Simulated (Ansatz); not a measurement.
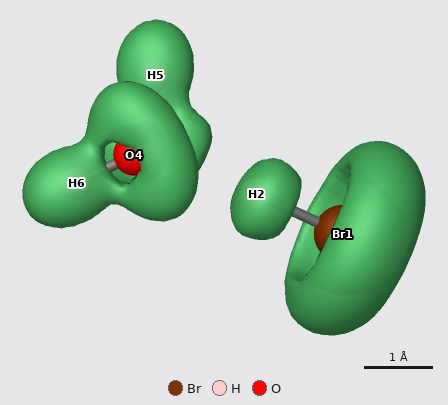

HBr···H$_{2}$O$_{2}$ (SMILES Br.OO). Isosurface of the electron localisation function at 0.8 (green), seen at a tilt. Core shells and regions of very low density are left out.

Geometry: rigid move from PBE0-D4/def2-TZVP.

The calculation used RKS PBE0-D4/def2-TZVPPD (Ansatz).

Input

```
crystal:
  periodic: [false, false, false]
  atoms:
    - {symbol: Br, position_ang: [0.417050, 0.133450, -2.763492]}
    - {symbol: H, position_ang: [0.199028, 0.241630, -1.345915]}
    - {symbol: O, position_ang: [0.002181, 0.480541, 0.378217]}
    - {symbol: O, position_ang: [-0.247617, -0.825469, 0.887183]}
    - {symbol: H, position_ang: [0.816422, 0.716977, 0.841373]}
    - {symbol: H, position_ang: [-1.088061, -0.686852, 1.342253]}
basis:
  gaussian: {orbitals: "def2-TZVPPD.json"}
hamiltonian: {xc: pbe0, dispersion: d4}
output: {orbitals: {seedname: orbitals}}
```

Command:

```sh
ansatz run in.yaml --threads 4 --pin off --events-out ev --progress --plain --max-ram 9574MiB
```

> What do the ELF domains correspond to?

At this value the surface marks out one region around a hydrogen nucleus, one ring or bowl of non-bonding electrons around Br and two joined regions spread over several atoms (H, O), in which their bonds and any lone pairs are merged. Along the contacts the grid gives the following. O3···H2 (1.75 Å): the ELF dips to about 0.20 between them. O–O (1.42 Å): the ELF peaks at about 0.75 between the atoms (a covalent bond).
